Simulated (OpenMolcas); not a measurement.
**One shape, several levels: AlNH4O2 (SMILES [NH2][Al]([OH])[OH])**

Wanted: a comparison of 6 runs (HF/6-311+G**, B3LYP/6-31G*, PBE/6-311+G**, SVWN5/6-311+G**, revPBE/6-311+G**, CCSD(T)/6-311+G**) of AlNH4O2. 

Program for the calculation: OpenMolcas 26.06.

## 1. Starting point

AlNH4O2: 8 atoms, total charge 0, spin state singlet. SMILES: `[NH2][Al]([OH])[OH]`. The shape is that of a PBE0-D4/def2-TZVP optimisation. This is one conformer, not always the lowest.

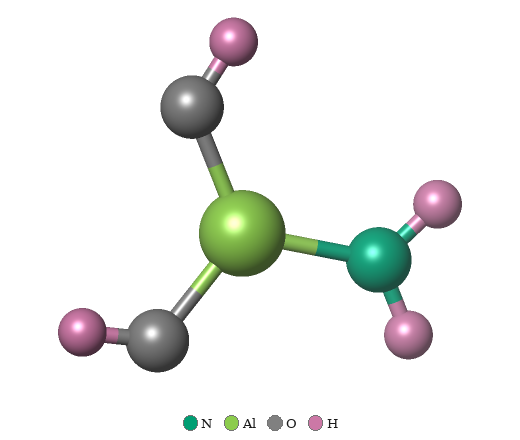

Viewed from a chosen angle; nitrogen teal, aluminium green, oxygen grey, hydrogen pink.

## 2. Energy and forces at HF/6-311+G(d,p) (run 1)

The input, mol.xyz:

```xyz
8

N     -0.453400     1.370900     0.159000
Al     0.021900    -0.314300    -0.015200
O      1.569400    -0.806100    -0.500900
O     -1.140100    -1.496100     0.324200
H      0.132800     2.170000    -0.009000
H     -1.372600     1.662000     0.447700
H      2.287000    -0.213800    -0.712700
H     -0.952800    -2.429800     0.251200
```

The input, calc.inp:

```
* AlH4NO2 Hartree-Fock

&GATEWAY
  BasLib = $CurrDir
  Coord = mol.xyz
  Basis = 6-311pGss
  Group = NoSym

&SEWARD

&SCF
  Thresholds = 1e-10 1e-07 1e-07 1e-05
  PrOrbitals = 0

&ALASKA
```

The basis set 6-311+G** is read from a file made from the Basis Set Exchange's data (not shown).

Launch:

```
$ export MOLCAS_MEM=1860
$ pymolcas calc.inp > calc.log
```

What it wrote:

```text
--- Start Module: gateway ---
[...]
--- Stop Module: gateway /rc=_RC_ALL_IS_WELL_ ---
[...]
      Basis functions          120
[...]
--- Start Module: scf ---
[...]
       Convergence after  14 Iterations
[...]
::    Total SCF energy                               -448.6522731948
[...]
      Total spin, S                                     0.0000000000
[...]
      Total electronic charge=   40.000000
      Total            charge=   -0.000000
[...]
      Dipole Moment (debye):
      Origin of the operator (angstrom)=    0.0156   -0.3235   -0.0134
                   X=  1.1960E+00               Y=  1.4833E+00               Z= -3.4462E-01           Total=  1.9363E+00
      Quadrupole Moment (debye*angstrom):
[...]
 *              Molecular gradients               *
 **************************************************
  Irreducible representation: a
 ------------------------------------------------------------------------------------------
                              X                       Y                       Z
 ------------------------------------------------------------------------------------------
  N1                1.59514762947177E-03   -1.07393408330747E-02   -6.71160346012001E-04
  AL2               3.37776903260012E-03    1.09919997466124E-04   -1.03994828121834E-03
  O3               -1.46883363592920E-02   -1.55435981513259E-02    4.28000708076404E-03
  O4               -6.61449371562917E-03    2.12352114552479E-02    2.38609741292972E-03
  H5                6.39025790252923E-03    6.59849204084617E-03   -1.86621146639854E-03
  H6               -9.05192191872484E-03    2.24547968889754E-03    2.83512798075347E-03
  H7                1.27039654609042E-02    1.41697191838022E-02   -3.68931010319273E-03
  H8                6.28761196814370E-03   -1.80758833819139E-02   -2.23460227761463E-03
[...]
```

It took 19 s on 1 thread of Intel Xeon 6975P-C (Granite Rapids), shared host; peak memory 0.76 GiB.

## 3. Energy and gradient at B3LYP/6-31G(d) (Cartesian functions) (run 2)

The input, struct.xyz:

```xyz
8

N     -0.453400     1.370900     0.159000
Al     0.021900    -0.314300    -0.015200
O      1.569400    -0.806100    -0.500900
O     -1.140100    -1.496100     0.324200
H      0.132800     2.170000    -0.009000
H     -1.372600     1.662000     0.447700
H      2.287000    -0.213800    -0.712700
H     -0.952800    -2.429800     0.251200
```

The input, mol.inp:

```
* AlH4NO2 Kohn-Sham DFT
&GATEWAY
BasLib=$CurrDir
Coord=struct.xyz
Basis=6-31Gs
Group=NoSym
&SEWARD
GridInput
Grid=UltraFine
End of Grid
&SCF
KSDFT=B3LYP
Thresholds=1e-10 1e-07 1e-07 1e-05
PrOrbitals=1 2
&ALASKA
```

The basis set 6-31G* is read from a file made from the Basis Set Exchange's data (not shown).

Launch:

```
$ export MOLCAS_MEM=1860
$ pymolcas mol.inp > mol.log
```

What it wrote:

```text
--- Start Module: gateway ---
[...]
--- Stop Module: gateway /rc=_RC_ALL_IS_WELL_ ---
[...]
      Basis functions           72
[...]
--- Start Module: scf ---
[...]
       Convergence after  14 Iterations
[...]
::    Total KS-DFT energy                            -450.1669237240
[...]
      Total spin, S                                     0.0000000000
[...]
      Total electronic charge=   40.000000
      Total            charge=   -0.000000
[...]
      Dipole Moment (debye):
      Origin of the operator (angstrom)=    0.0156   -0.3235   -0.0134
                   X=  1.0583E+00               Y=  1.4260E+00               Z= -3.0308E-01           Total=  1.8015E+00
      Quadrupole Moment (debye*angstrom):
[...]
 *              Molecular gradients               *
 **************************************************
  Irreducible representation: a
 ------------------------------------------------------------------------------------------
                              X                       Y                       Z
 ------------------------------------------------------------------------------------------
  N1                2.48472913849884E-04   -1.56841232688976E-03   -1.03071674065980E-04
  AL2              -8.02482867129362E-06   -1.91392747527686E-03   -2.87862772405112E-05
  O3               -2.04655425910794E-03    9.00957383524137E-03    7.80055935040824E-04
  O4                8.65349285129824E-03   -2.11044348163281E-03   -2.70555036366105E-03
  H5               -2.81683829957302E-03   -4.35147863756535E-03    7.98581850454894E-04
  H6                4.55731511342039E-03   -1.31260176012993E-03   -1.42762352449877E-03
  H7               -6.20017022599528E-03   -5.76029388788735E-03    1.81925225462964E-03
  H8               -2.38769326524380E-03    8.00758373423704E-03    8.67141799350157E-04
[...]
```

Run time: 19 s. Hardware: 1 thread of Intel Xeon 6975P-C (Granite Rapids), shared host; peak memory 0.42 GiB.

## 4. Energy and gradient at PBE/6-311+G(d,p) (run 3)

The input, calc.input:

```
* AlH4NO2 Kohn-Sham DFT
&GATEWAY
BasLib
$CurrDir
Coord
8
angstrom
N       -0.453400       1.370900       0.159000
Al       0.021900      -0.314300      -0.015200
O        1.569400      -0.806100      -0.500900
O       -1.140100      -1.496100       0.324200
H        0.132800       2.170000      -0.009000
H       -1.372600       1.662000       0.447700
H        2.287000      -0.213800      -0.712700
H       -0.952800      -2.429800       0.251200
Basis
6-311pGss
Group
NoSym
&SEWARD
GridInput
Grid=UltraFine
End of Grid
&SCF
KSDFT
PBE
Thresholds
1e-10 1e-07 1e-07 1e-05
PrOrbitals
0
&ALASKA
```

The basis set 6-311+G** is read from a file made from the Basis Set Exchange's data (not shown).

Launch:

```
$ export MOLCAS_MEM=1860
$ pymolcas calc.input > calc.log
```

What it wrote:

```text
--- Start Module: gateway ---
[...]
--- Stop Module: gateway /rc=_RC_ALL_IS_WELL_ ---
[...]
      Basis functions          120
[...]
--- Start Module: scf ---
[...]
       Convergence after  15 Iterations
[...]
::    Total KS-DFT energy                            -449.8984519832
[...]
      Total spin, S                                     0.0000000000
[...]
      Total electronic charge=   40.000000
      Total            charge=   -0.000000
[...]
      Dipole Moment (debye):
      Origin of the operator (angstrom)=    0.0156   -0.3235   -0.0134
                   X=  1.0294E+00               Y=  1.3957E+00               Z= -2.9469E-01           Total=  1.7592E+00
      Quadrupole Moment (debye*angstrom):
[...]
 *              Molecular gradients               *
 **************************************************
  Irreducible representation: a
 ------------------------------------------------------------------------------------------
                              X                       Y                       Z
 ------------------------------------------------------------------------------------------
  N1                3.31860389815475E-04   -1.19717668227537E-03   -1.22528128631227E-04
  AL2               1.76319529966706E-03   -6.54378693104496E-03   -6.50947427012827E-04
  O3               -7.88150865407999E-03    9.95494723829182E-03    2.59654686004174E-03
  O4                1.25282461675305E-02    2.51370126979999E-03   -3.82620416663659E-03
  H5               -5.02943094731023E-03   -7.19349256431645E-03    1.43546739446576E-03
  H6                8.06600635826271E-03   -2.66147709945441E-03   -2.53323908134728E-03
  H7               -9.05073805232970E-03   -5.32873644398713E-03    2.70627197728768E-03
  H8               -7.27630561474957E-04    1.04560212129412E-02    3.94632571814185E-04
[...]
```

It took 40 s on 1 thread of Intel Xeon 6975P-C (Granite Rapids), shared host; peak memory 0.76 GiB.

Runs 4 to 5 aren't shown in full; the table further down has their settings and results.

## 5. A single-point energy at CCSD(T)/6-311+G(d,p) (Cholesky decomposition) (run 6)

struct.xyz is that of step 3.

The input, run.inp:

```
* AlH4NO2 CCSD(T)
>>> EXPORT MOLCAS_PRINT=2

&gateway
 baslib = $CurrDir
 coord = struct.xyz
 basis = 6-311pGss
 group = NoSym

&seward
 high

&scf
 thresholds = 1e-10 1e-07 1e-07 1e-05
 prorbitals = 1

&chcc
 frozen = 8
 threshold = 1e-08
 maxiterations = 80

&cht3
 frozen = 8
```

The basis set 6-311+G** is read from a file made from the Basis Set Exchange's data (not shown).

Launch:

```
$ export MOLCAS_MEM=1860
$ pymolcas run.inp > run.log
```

What it wrote:

```text
--- Start Module: gateway ---
[...]
--- Stop Module: gateway /rc=_RC_ALL_IS_WELL_ ---
[...]
      Basis functions          120
[...]
       Convergence after  15 Iterations
[...]
::    Total SCF energy                               -448.6522731596
[...]
      Total spin, S                                     0.0000000000
[...]
      Total electronic charge=   40.000000
      Total            charge=   -0.000000
[...]
      Dipole Moment (debye):
      Origin of the operator (angstrom)=    0.0156   -0.3235   -0.0134
                   X=  1.1960E+00               Y=  1.4833E+00               Z= -3.4462E-01           Total=  1.9363E+00
      Quadrupole Moment (debye*angstrom):
[...]
--- Start Module: chcc ---
[...]
--- Stop Module: chcc /rc=_RC_ALL_IS_WELL_ ---
[...]
--- Start Module: cht3 ---
[...]
--- Stop Module: cht3 /rc=_RC_ALL_IS_WELL_ ---
[...]
```

Wall time 9.7 min (1 thread of Intel Xeon 6975P-C (Granite Rapids), shared host); peak memory 0.29 GiB.

## 6. All runs side by side

| run | level | Cartesian functions | integration grid | energy (Eh) | dipole moment (D) of the reference | HOMO energy (eV) | LUMO energy (eV) | wall time |
| --- | --- | --- | --- | --- | --- | --- | --- | --- |
| 1 | HF/6-311+G** | no | – | -448.652273 | 1.94 | -10.96 | 1.18 | 19 s |
| 2 | B3LYP/6-31G* (Cartesian functions) | yes | UltraFine | -450.166924 | 1.80 | -6.65 | -0.16 | 19 s |
| 3 | PBE/6-311+G** | no | UltraFine | -449.898452 | 1.76 | -6.04 | -1.42 | 40 s |
| 4 | SVWN5/6-311+G** | no | UltraFine | -447.686460 | 1.82 | -6.21 | -1.52 | 30 s |
| 5 | revPBE/6-311+G** | no | UltraFine | -450.138454 | 1.74 | -5.98 | -1.38 | 45 s |
| 6 | CCSD(T)/6-311+G** (Cholesky decomposition) | no | – | -449.347307 | 1.94 | -10.96 | 1.18 | 9.7 min |

## 7. Results

| quantity | value |
| --- | --- |
| run 6: total energy | -449.34731 Eh |
| run 6: dipole moment (mean-field density) | 1.94 D |
| run 6: HOMO energy (Hartree–Fock orbitals) | -10.96 eV |
| run 6: LUMO energy (Hartree–Fock orbitals) | 1.18 eV |
| run 6: HOMO–LUMO gap (Hartree–Fock orbitals) | 12.13 eV |
| run 6: correlation energy (8 core orbitals frozen) | -695.0 mEh |
| run 6: (T) correction | -19.50 mEh |

Over runs 1, 2, 3, 4, 5 the dipole moment (its size) runs from 1.74 D (revPBE/6-311+G**) to 1.94 D (HF/6-311+G**). Over runs 1, 2, 3, 4, 5 the HOMO–LUMO gap runs from 4.60 eV (revPBE/6-311+G**) to 12.13 eV (HF/6-311+G**). Exact exchange widens orbital gaps. Totals of different functionals can't be ranked against each other. All runs together took 12 min, the longest 9.7 min.
